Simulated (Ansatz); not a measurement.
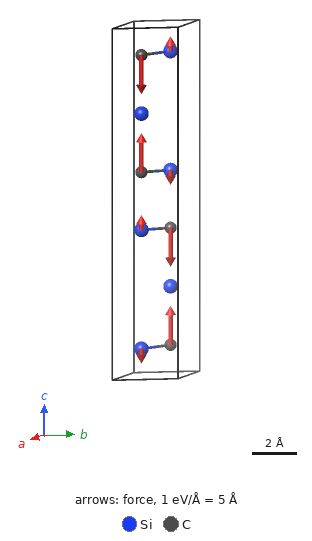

Starting geometry of solid Si₃C₂ (a generated structure, set up in P6_3/mmc) (cell charge +1) with the computed forces as red arrows. A ball-and-stick model of the cell of the calculation, seen slightly off an axis.

All numbers below come from Ansatz, DFT PBE, scalar-relativistic, plane waves, PAW; settings changed.

Input file:
```yaml
crystal:
  lattice:
    - [3.0987734086, 0.0, 0.0]
    - [-1.5493867043, 2.6836164924, 0.0]
    - [0.0, 0.0, 16.3816035206]
  atoms:
    - { symbol: Si, position: [0.3333333333, 0.6666666667, 0.25] }
    - { symbol: Si, position: [0.3333333333, 0.6666666667, 0.5808264937] }
    - { symbol: Si, position: [0.3333333333, 0.6666666667, 0.9191735063] }
    - { symbol: Si, position: [0.6666666667, 0.3333333333, 0.0808264937] }
    - { symbol: Si, position: [0.6666666667, 0.3333333333, 0.4191735063] }
    - { symbol: Si, position: [0.6666666667, 0.3333333333, 0.75] }
    - { symbol: C, position: [0.3333333333, 0.6666666667, 0.0833830195] }
    - { symbol: C, position: [0.3333333333, 0.6666666667, 0.4166169805] }
    - { symbol: C, position: [0.6666666667, 0.3333333333, 0.5833830195] }
    - { symbol: C, position: [0.6666666667, 0.3333333333, 0.9166169805] }
basis:
  ecutwfc: 420
kpoints:
  mp_grid: { grid: [12, 12, 4] }
hamiltonian:
  xc: pbe
scf:
  occupations: { method: gaussian, width: 0.1 }
  mixing: { preconditioner: kerker_dos }
output:
  forces: true
  eigenvalues: true
  stress: true
relax:
  adjacent_minimum: "off"
  f_tol: 0.01
  max_steps: 80
  cell: { stress_tol: 0.05 }
total_charge: 1
```

Launched with:
```bash
ansatz run input.yaml --threads 1 --pin off --max-ram 2560MiB --backend cpu --events-out ev --progress --plain --runs-dir out
```

What follows when this structure is relaxed?

Answer. It isn't relaxed: the largest force vector, on C atoms, is 0.36 eV/Å. The final displacements follow the starting forces only in part (cosine between the two patterns 0.80). After 7 accepted moves (9 points after the start) the energy has fallen by 33.2 meV per atom. Largest force component: 0.36 eV/Å at the start, 0.0015 eV/Å at the end. The pressure goes from 4.25 to 0.00 GPa. The SCF was repeated twice at an unchanged geometry on a basis and grid sized afresh for the cell, which shifted the energy by less than 0.05 meV per atom at most. The largest moves relative to the cell, 0.048 Å, are those of Si2, Si3, Si4 and Si5. Si5 goes along +c. Largest moves by element: Si 0.048 Å, C 0.031 Å. The volume changes by −1.3 %, with a = b 3.099 → 3.144 Å (+1.4 %), c 16.382 → 15.712 Å (−4.1 %). Near-neighbour distances that change, for instance: Si2–C9 1.790 → 1.819 Å. The space group stays P6_3/mmc (No. 194).

Limits of the set-up: the cell is charged, on a uniform background, and energies carry no finite-size correction.
